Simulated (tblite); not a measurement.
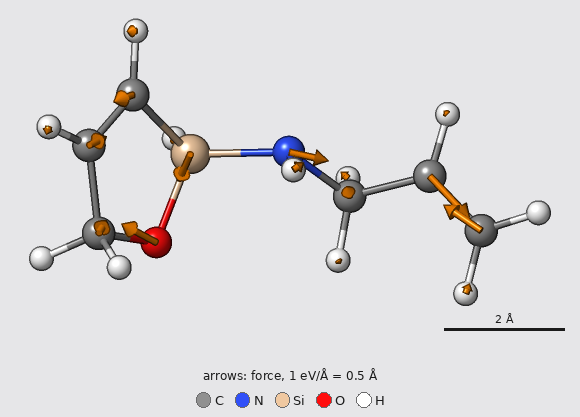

Starting geometry of C₆H₁₁NOSi with the computed forces as orange arrows. A ball-and-stick model, seen at a tilt.

The calculation used GFN2-xTB geometry optimisation, gas phase in tblite 0.8.0. 

Is this structure relaxed? If not, where do the atoms go?

It isn't relaxed: the largest force vector, on a C atom, is 2.04 eV/Å. The final displacements have little in common with the starting forces (cosine between the two patterns 0.05). The energy falls by 11.5 kcal/mol in 244 geometry steps. The atom that moves furthest after the best rigid fit is an H atom (1.99 Å). Largest moves by element: H 1.99 Å, N 1.60 Å, C 0.82 Å, O 0.55 Å, Si 0.55 Å. Some distances before and after: C–Si 1.831 → 1.888 Å, C–O 1.450 → 1.397 Å, C–C 1.350 → 1.319 Å, C–N 1.474 → 1.444 Å. Among the angles between lasting bonds that change: N–Si–C 110.7° → 124.4°, Si–N–H 106.5° → 118.4°, N–Si–H 113.5° → 107.0°. The run took 3.7 s on 1 thread of Arm Neoverse N1, with other jobs on the host.
